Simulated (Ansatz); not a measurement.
One stationary structure of MgO. All values below come from r2SCAN (plane waves to 500 eV, PAW, scalar-relativistic; Ansatz, a first-principles code).

R-3m, hexagonal axes (No. 166), hR6; a = b = 8.201 Å, c = 3.819 Å, α = β = 90.00°, γ = 120.00°.

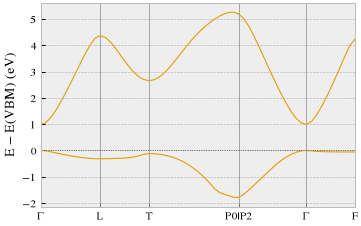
Figure: Highest filled and lowest empty band along the path of this cell's Brillouin zone

### Question
Read off the gap and say whether it is direct.

### Answer
0.99 eV, direct at Γ (no spin-orbit coupling).

### Question
How far does the top valence band disperse along this path?

### Answer
About 1.8 eV.

No spin polarisation in the result.

The run could not lose the symmetry of its start.

All atoms sit on sites fixed by symmetry, so only the cell could relax.

The first start was generated by a random draw of sites in a space group. Materials Project lists a structure of MgO in the same space group, R-3m (No. 166); the sites were not compared with it, nor with measured phases. Known forms of MgO include space group No. 225.
